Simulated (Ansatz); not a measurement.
Base system: Ir in the fcc (Cu type) structure (space group Fm-3m, No. 225; a = 3.8311 Å; relaxed with 0.1 eV smearing). Axes: x, y, z lie along the cube axes.

Structures relaxed with Kohn–Sham DFT with the PBEsol functional, run in Ansatz (a quantum-chemistry and plane-wave program) with PAW and 420 eV plane waves, without spin-orbit coupling.

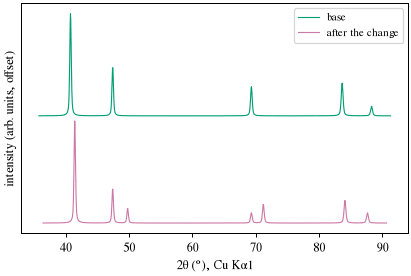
Figure. Simulated powder patterns before (top) and after one change

### Question
Which change produced these results?
A. biaxial strain −3.50 %, plane normal [110], relaxed out of plane
B. biaxial strain −3.74 %, plane normal [001], relaxed out of plane
C. uniaxial strain ε_xx = −4.46 %
D. uniaxial strain ε_zz = +3.14 %

### Answer
C, uniaxial strain ε_xx = −4.46 %. Its volume per atom is 13.43 Å³ against 14.06 Å³, and its space group is I4/mmm (No. 139).

No phonon test of stability was made. All final runs are without spin polarisation.
